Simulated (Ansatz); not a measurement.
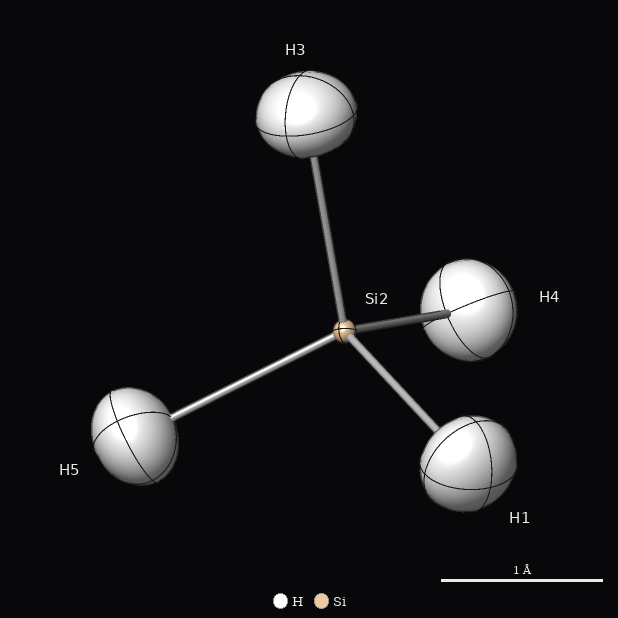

Displacement ellipsoids at the 50 % level, enlarged 2 times, from the internal vibrations of the free molecule (harmonic, no overall translation or rotation; no half-axis is drawn under 0.075 Å). Vibrations computed with RKS PBE0-D4/def2-TZVP (Ansatz 0.2.0). Temperature: 0 K (zero-point motion alone).

List U_eq and the three principal root-mean-square amplitudes for each kind of atom.

```
          atom  U_eq (Å²)   rms amplitudes (Å)
H1, H3, H4, H5     0.0095  0.085, 0.103, 0.103
           Si2    0.00007  0.008, 0.008, 0.008
```
